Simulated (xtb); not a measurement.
## Geometry relaxation, with input and output: GaF6 (charge −3) (part 3 of 3)

Continued. System: GaF6, charge −3. Method: GFN2-xTB (xtb 6.7.1). The geometry comes from this level: GFN2-xTB.

Geometry of the input (Å):
```
Ga 0.0003  -0.0004  0.0004
F  -0.0195  -0.0098  1.9540
F  0.0206  0.0114  -1.9539
F  1.9518  0.0046  0.0199
F  -1.9520  -0.0068  -0.0196
F  -0.0069  1.9533  0.0100
F  0.0057  -1.9524  -0.0107
```

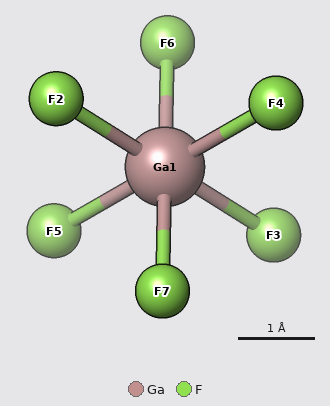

Figure 1. The geometry at step 4 of the log (ball-and-stick view, seen at a tilt; atoms are numbered from 1 in the order of the input).

**Output, continued**
```
         :::::::::::::::::::::::::::::::::::::::::::::::::::::
         ::                     SUMMARY                     ::
         :::::::::::::::::::::::::::::::::::::::::::::::::::::
         :: total energy             -30.200113239430 Eh    ::
         :: gradient norm              0.000037020420 Eh/a0 ::
         :: HOMO-LUMO gap              5.318697641607 eV    ::
         ::.................................................::
         :: SCC energy               -30.201116489585 Eh    ::
         :: -> isotropic ES            1.064951345725 Eh    ::
         :: -> anisotropic ES         -0.017575786162 Eh    ::
         :: -> anisotropic XC         -0.003119807743 Eh    ::
         :: -> dispersion             -0.004483229880 Eh    ::
         :: repulsion energy           0.001003250156 Eh    ::
         :: add. restraining           0.000000000000 Eh    ::
         :: total charge              -3.000000000000 e     ::
         :::::::::::::::::::::::::::::::::::::::::::::::::::::

           -------------------------------------------------
          |                Numerical Hessian                |
           -------------------------------------------------
step length          :   0.00500
SCC accuracy         :   0.30000
Hessian scale factor :   1.00000
frozen atoms in %    :   0.00000    0
RMS gradient         :   0.00004
estimated CPU  time      0.00 min

writing file <hessian>.

 projected vibrational frequencies (cm⁻¹)
eigval :       -0.00    -0.00    -0.00    -0.00     0.00     0.00
eigval :       75.62    75.63    75.64   137.51   137.73   157.22
eigval :      157.26   157.31   166.69   166.77   166.83   230.54
eigval :      237.91   238.05   238.17
           -------------------------------------------------
          |                Property Printout                |
           -------------------------------------------------

    * Orbital Energies and Occupations

         #    Occupation            Energy/Eh            Energy/eV
      -------------------------------------------------------------
         1        2.0000           -0.2235500              -6.0831
       ...           ...                  ...                  ...
        12        2.0000            0.0952566               2.5921
        13        2.0000            0.0952754               2.5926
        14        2.0000            0.1071070               2.9145
        15        2.0000            0.1071311               2.9152
        16        2.0000            0.1071494               2.9157
        17        2.0000            0.1079593               2.9377
        18        2.0000            0.1079836               2.9384
        19        2.0000            0.1080019               2.9389
        20        2.0000            0.1096896               2.9848
        21        2.0000            0.1096946               2.9849
        22        2.0000            0.1097009               2.9851
        23        2.0000            0.1110517               3.0219
        24        2.0000            0.1110950               3.0230 (HOMO)
        25                          0.3065533               8.3417 (LUMO)
        26                          0.6861901              18.6722
        27                          0.6862375              18.6735
        28                          0.6863006              18.6752
        29                          0.7852860              21.3687
        30                          0.7857529              21.3814
        31                          0.7861040              21.3910
        32                          1.7979071              48.9235
        33                          1.7984162              48.9374
      -------------------------------------------------------------
                  HL-Gap            0.1954583 Eh            5.3187 eV
             Fermi-level            0.2088241 Eh            5.6824 eV

     #   Z          covCN         q      C6AA      α(0)
     1  31 Ga       3.745    -0.119   221.935    33.409
     2   9 F        0.624    -0.480    14.617     4.511
     3   9 F        0.624    -0.480    14.618     4.511
     4   9 F        0.625    -0.480    14.610     4.510
     5   9 F        0.624    -0.480    14.612     4.510
     6   9 F        0.624    -0.480    14.615     4.511
     7   9 F        0.624    -0.480    14.612     4.510

 Mol. C6AA /au·bohr⁶  :       1331.856313
 Mol. C8AA /au·bohr⁸  :      59557.336775
 Mol. α(0) /au        :         60.471336

Wiberg/Mayer (AO) data.
largest (>0.10) Wiberg bond orders for each atom

 ---------------------------------------------------------------------------
     #   Z sym  total        # sym  WBO       # sym  WBO       # sym  WBO
 ---------------------------------------------------------------------------
     1  31 Ga   4.494 --     4 F    0.749     5 F    0.749     7 F    0.749
                             6 F    0.749     2 F    0.749     3 F    0.749
     2   9 F    0.908 --     1 Ga   0.749
     3   9 F    0.908 --     1 Ga   0.749
     4   9 F    0.909 --     1 Ga   0.749
     5   9 F    0.909 --     1 Ga   0.749
     6   9 F    0.908 --     1 Ga   0.749
     7   9 F    0.908 --     1 Ga   0.749
 ---------------------------------------------------------------------------

Topologies differ in total number of bonds
Writing topology from bond orders to xtbtopo.mol

molecular dipole:
                 x           y           z       tot (Debye)
 q only:        0.000      -0.001       0.000
   full:        0.000      -0.001       0.000       0.002
molecular quadrupole (traceless):
                xx          xy          yy          xz          yz          zz
 q only:        0.021       0.000       0.002       0.000       0.000      -0.023
  q+dip:        0.020       0.000       0.002       0.000       0.000      -0.023
   full:        0.022       0.000       0.002       0.000       0.000      -0.024

           -------------------------------------------------
          |                Geometry Summary                 |
           -------------------------------------------------

      molecular mass/u    :      183.7134850
   center of mass at/Å    :        0.0000052      -0.0000205       0.0000007
  moments of inertia/u·Å² :        0.3243311E+03   0.3244239E+03   0.3244937E+03
rotational constants/cm⁻¹ :        0.5197661E-01   0.5196174E-01   0.5195058E-01

           -------------------------------------------------
          |               Frequency Printout                |
           -------------------------------------------------
 projected vibrational frequencies (cm⁻¹)
eigval :       -0.00    -0.00    -0.00    -0.00     0.00     0.00
eigval :       75.62    75.63    75.64   137.51   137.73   157.22
eigval :      157.26   157.31   166.69   166.77   166.83   230.54
eigval :      237.91   238.05   238.17
 reduced masses (amu)
   1: 27.90   2: 35.33   3: 22.84   4: 24.27   5: 30.73   6: 30.66   7: 19.00   8: 19.00
   9: 19.00  10: 19.00  11: 19.00  12: 19.00  13: 19.00  14: 19.00  15: 19.79  16: 19.81
  17: 19.83  18: 19.00  19: 49.68  20: 49.66  21: 49.64
 IR intensities (km·mol⁻¹)
   1: 22.07   2: 40.51   3:  9.53   4: 13.08   5: 29.11   6: 28.94   7:  0.00   8:  0.00
   9:  0.00  10:  0.00  11:  0.00  12:  0.00  13:  0.00  14:  0.00  15:  1.52  16:  1.43
  17:  1.38  18:  0.00  19:256.76  20:256.81  21:256.80
 Raman intensities (Ä⁴*amu⁻¹)
   1:  0.00   2:  0.00   3:  0.00   4:  0.00   5:  0.00   6:  0.00   7:  0.00   8:  0.00
   9:  0.00  10:  0.00  11:  0.00  12:  0.00  13:  0.00  14:  0.00  15:  0.00  16:  0.00
Molecule has the following symmetry elements: (i) 3*(C4) 4*(C3) 9*(C2) 4*(S6) 3*(S4) 9*(sigma)
It seems to be the Oh point group
  17:  0.00  18:  0.00  19:  0.00  20:  0.00  21:  0.00
 output can be read by thermo (or use thermo option).
 writing <g98.out> molden fake output.
 recommended (thermochemical) frequency scaling factor: 1.0
           -------------------------------------------------
          |             Thermodynamic Functions             |
           -------------------------------------------------

oh  symmetry found (for desy threshold:  0.10E+00) used in thermo

          ...................................................
          :                      SETUP                      :
          :.................................................:
          :  # frequencies                          15      :
          :  # imaginary freq.                       0      :
          :  linear?                             false      :
          :  only rotor calc.                    false      :
          :  symmetry                               oh      :
          :  rotational number                      24      :
          :  scaling factor                  1.0000000      :
          :  rotor cutoff                   50.0000000 cm⁻¹ :
          :  imag. cutoff                  -20.0000000 cm⁻¹ :
          :.................................................:

    mode    ω/cm⁻¹     T·S(HO)/kcal·mol⁻¹    T·S(FR)/kcal·mol⁻¹   T·S(vib)
   ------------------------------------------------------------------------
       1     75.62    -1.19304 ( 83.95%)    -0.93379 ( 16.05%)    -1.15144
       2     75.63    -1.19296 ( 83.96%)    -0.93376 ( 16.04%)    -1.15139
       3     75.64    -1.19290 ( 83.97%)    -0.93372 ( 16.03%)    -1.15134
       4    137.51    -0.84621 ( 98.28%)    -0.75674 (  1.72%)    -0.84468
       5    137.73    -0.84532 ( 98.29%)    -0.75627 (  1.71%)    -0.84380
       6    157.22    -0.77010 ( 98.99%)    -0.71706 (  1.01%)    -0.76956
       7    157.26    -0.76998 ( 98.99%)    -0.71700 (  1.01%)    -0.76944
       8    157.31    -0.76979 ( 98.99%)    -0.71690 (  1.01%)    -0.76925
       9    166.69    -0.73718 ( 99.20%)    -0.69975 (  0.80%)    -0.73688
      10    166.77    -0.73690 ( 99.20%)    -0.69961 (  0.80%)    -0.73660
      11    166.83    -0.73670 ( 99.20%)    -0.69950 (  0.80%)    -0.73640
      12    230.54    -0.55894 ( 99.78%)    -0.60370 (  0.22%)    -0.55904
      13    237.91    -0.54218 ( 99.81%)    -0.59439 (  0.19%)    -0.54228
      14    238.05    -0.54185 ( 99.81%)    -0.59421 (  0.19%)    -0.54195
      15    238.17    -0.54159 ( 99.81%)    -0.59406 (  0.19%)    -0.54169
   ------------------------------------------------------------------------

   temp. (K)  partition function   enthalpy   heat capacity  entropy
                                   cal/mol     cal/K/mol   cal/K/mol   J/K/mol
 298.15  VIB  0.273E+05             5922.982     27.649     39.732
         ROT  0.186E+05              888.752      2.981     22.517
         INT  0.508E+09             6811.734     30.630     62.249
         TR   0.241E+28             1481.254      4.968     41.512
         TOT                        8292.9881    35.5980   103.7614   434.1378

       T/K    H(0)-H(T)+PV         H(T)/Eh          T*S/Eh         G(T)/Eh
   ------------------------------------------------------------------------
    298.15    0.132157E-01    0.187263E-01    0.493004E-01   -0.305741E-01
   ------------------------------------------------------------------------

         :::::::::::::::::::::::::::::::::::::::::::::::::::::
         ::                  THERMODYNAMIC                  ::
         :::::::::::::::::::::::::::::::::::::::::::::::::::::
         :: total free energy         -30.230687319688 Eh   ::
         ::.................................................::
         :: total energy              -30.200113239432 Eh   ::
         :: zero point energy           0.005510602341 Eh   ::
         :: G(RRHO) w/o ZPVE           -0.036084682598 Eh   ::
         :: G(RRHO) contrib.           -0.030574080257 Eh   ::
         :::::::::::::::::::::::::::::::::::::::::::::::::::::

optimized geometry written to: xtbopt.xyz

           -------------------------------------------------
          | TOTAL ENERGY              -30.200113239432 Eh   |
          | TOTAL ENTHALPY            -30.181386919408 Eh   |
          | TOTAL FREE ENERGY         -30.230687319688 Eh   |
          | GRADIENT NORM               0.000036993744 Eh/α |
          | HOMO-LUMO GAP               5.318690237419 eV   |
           -------------------------------------------------

------------------------------------------------------------------------
------------------------------------------------------------------------
 total:
 *  cpu-time:     0 d,  0 h,  0 min,  0.291 sec
 * ratio c/w:     1.000 speedup
 SCF:
 *  cpu-time:     0 d,  0 h,  0 min,  0.008 sec
 * ratio c/w:     1.000 speedup
 ANC optimizer:
 *  cpu-time:     0 d,  0 h,  0 min,  0.055 sec
 * ratio c/w:     1.000 speedup
 analytical hessian:
 *  cpu-time:     0 d,  0 h,  0 min,  0.218 sec
 * ratio c/w:     1.000 speedup
```

**File vibspectrum**
```
$vibrational spectrum
#  mode     symmetry     wave number   IR intensity    selection rules
#                         cm**(-1)      (km*mol⁻¹)        IR
     1                      -0.00         0.00000          -
     2                      -0.00         0.00000          -
     3                      -0.00         0.00000          -
     4                      -0.00         0.00000          -
     5                       0.00         0.00000          -
     6                       0.00         0.00000          -
     7        a             75.62         0.00002         NO
     8        a             75.63         0.00004         NO
     9        a             75.64         0.00007         NO
    10        a            137.51         0.00012         NO
    11        a            137.73         0.00015         NO
    12        a            157.22         0.00002         NO
    13        a            157.26         0.00001         NO
    14        a            157.31         0.00002         NO
    15        a            166.69         1.52028         YES
    16        a            166.77         1.42956         YES
    17        a            166.83         1.38279         YES
    18        a            230.54         0.00428         NO
    19        a            237.91       256.75734         YES
    20        a            238.05       256.80727         YES
    21        a            238.17       256.79935         YES
$end
```

**File xtbopt.xyz**
```
7
 energy: -30.200113239430 gnorm: 0.000037020420 xtb: 6.7.1
Ga           0.00001899853466       -0.00007415882066        0.00000610706880
F           -0.02097998900984       -0.01125450604104        2.06647707309217
F            0.02108496116400        0.01105960121356       -2.06664097026719
F            2.06543993144999        0.00626144127276        0.02110020753343
F           -2.06564786481626       -0.00636883749017       -0.02101099800292
F           -0.00638748003442        2.06625341779538        0.01111826248307
F            0.00647144267697       -2.06587695794729       -0.01105968190736
```

**Standard error**
```
normal termination of xtb
```

**Trajectory as extended XYZ (Å, eV, eV/Å), 9 frames, from step=0 to step=8**
```
7
Properties=species:S:1:pos:R:3 step=0 energy=-821.61628
Ga    0.0003   -0.0004    0.0004
F    -0.0195   -0.0098    1.9540
F     0.0206    0.0114   -1.9539
F     1.9518    0.0046    0.0199
F    -1.9520   -0.0068   -0.0196
F    -0.0069    1.9533    0.0100
F     0.0057   -1.9524   -0.0107
7
Properties=species:S:1:pos:R:3 step=1 energy=-821.68390
Ga    0.0001   -0.0003    0.0000
F    -0.0196   -0.0103    1.9771
F     0.0207    0.0111   -1.9777
F     1.9752    0.0053    0.0205
F    -1.9757   -0.0069   -0.0198
F    -0.0065    1.9769    0.0106
F     0.0058   -1.9758   -0.0107
7
Properties=species:S:1:pos:R:3 step=2 energy=-821.77913
Ga    0.0002   -0.0004    0.0006
F    -0.0211   -0.0112    2.0413
F     0.0206    0.0109   -2.0406
F     2.0392    0.0062    0.0203
F    -2.0393   -0.0061   -0.0212
F    -0.0063    2.0403    0.0107
F     0.0066   -2.0398   -0.0111
7
Properties=species:S:1:pos:R:3 step=3 energy=-821.78666
Ga    0.0001   -0.0001   -0.0003
F    -0.0209   -0.0115    2.0613
F     0.0210    0.0108   -2.0623
F     2.0601    0.0062    0.0214
F    -2.0604   -0.0064   -0.0206
F    -0.0064    2.0614    0.0114
F     0.0065   -2.0605   -0.0107
7
Properties=species:S:1:pos:R:3 step=4 energy=-821.78689
Ga   -0.0001   -0.0003    0.0007
F    -0.0211   -0.0114    2.0694
F     0.0210    0.0109   -2.0683
F     2.0672    0.0066    0.0205
F    -2.0677   -0.0061   -0.0217
F    -0.0061    2.0683    0.0108
F     0.0068   -2.0680   -0.0114
7
Properties=species:S:1:pos:R:3 step=5 energy=-821.78694
Ga    0.0002    0.0000   -0.0004
F    -0.0211   -0.0113    2.0663
F     0.0210    0.0110   -2.0673
F     2.0655    0.0062    0.0214
F    -2.0655   -0.0065   -0.0207
F    -0.0065    2.0665    0.0114
F     0.0063   -2.0658   -0.0108
7
Properties=species:S:1:pos:R:3 step=6 energy=-821.78694
Ga   -0.0002   -0.0002    0.0005
F    -0.0209   -0.0113    2.0668
F     0.0212    0.0110   -2.0661
F     2.0649    0.0064    0.0208
F    -2.0655   -0.0062   -0.0214
F    -0.0062    2.0660    0.0108
F     0.0067   -2.0657   -0.0114
7
Properties=species:S:1:pos:R:3 step=7 energy=-821.78695
Ga    0.0001   -0.0001    0.0001
F    -0.0210   -0.0113    2.0666
F     0.0210    0.0111   -2.0667
F     2.0654    0.0063    0.0211
F    -2.0656   -0.0063   -0.0211
F    -0.0064    2.0663    0.0111
F     0.0065   -2.0659   -0.0111
7
Properties=species:S:1:pos:R:3 step=8 energy=-821.78695
Ga    0.0000   -0.0001    0.0000
F    -0.0210   -0.0113    2.0665
F     0.0211    0.0111   -2.0666
F     2.0654    0.0063    0.0211
F    -2.0657   -0.0064   -0.0210
F    -0.0064    2.0663    0.0111
F     0.0065   -2.0659   -0.0111
```

**Key numbers**

- outcome: converged
- electrons treated: 48
- total energy: −30.200113 hartree
- dispersion energy: −0.004483 hartree
- basis functions: 34
- HOMO: 3.02 eV
- LUMO: 8.34 eV
- zero-point energy: 0.005511 hartree
- wavenumbers, lowest and highest: 76 and 238 cm⁻¹
- hardware: 1 thread of Intel Xeon @ 2.50GHz (Skylake/Cascade Lake), 16 GiB of memory available, shared host
- peak memory: 0.069 GiB
